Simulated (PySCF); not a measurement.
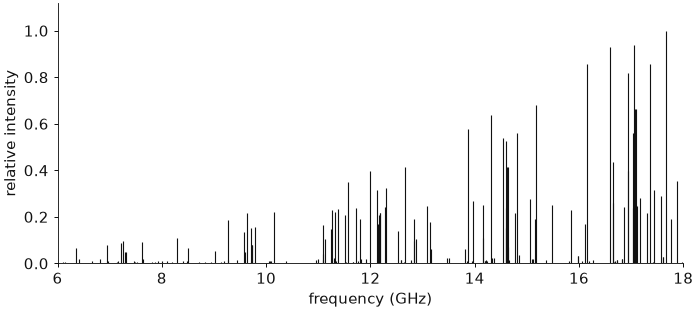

Simulated rotational absorption lines between 6 and 18 GHz at 10 K: rigid rotor with the equilibrium constants and dipole of one optimised conformer (PBE0-D3(BJ)/def2-SVP, PySCF 2.14.0), commonest isotopes; no centrifugal distortion, hyperfine structure, internal rotation or nuclear-spin weights; lines within 1 MHz of each other are summed.

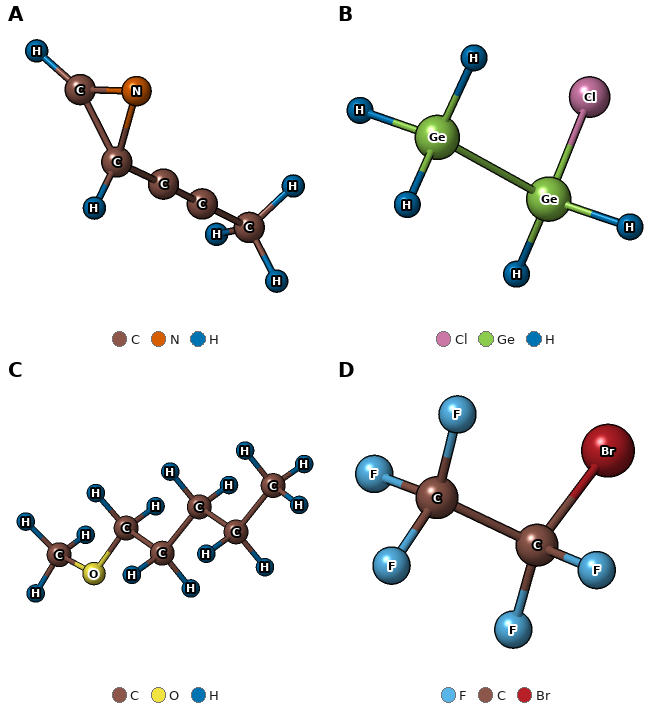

Which molecule gives this spectrum? The candidates are drawn in the second picture.

Answer. Structure B, Ge₂H₅Cl, SMILES [Cl][GeH2][GeH3], singlet. Rotational constants A, B, C = 5.712, 1.325, 1.105 GHz, |μa|, |μb|, |μc| = 1.58, 1.30, 0.00 D.

Caveats: coarse grid, loose stop and no frequency check, small forces are noise and the end may be a saddle.
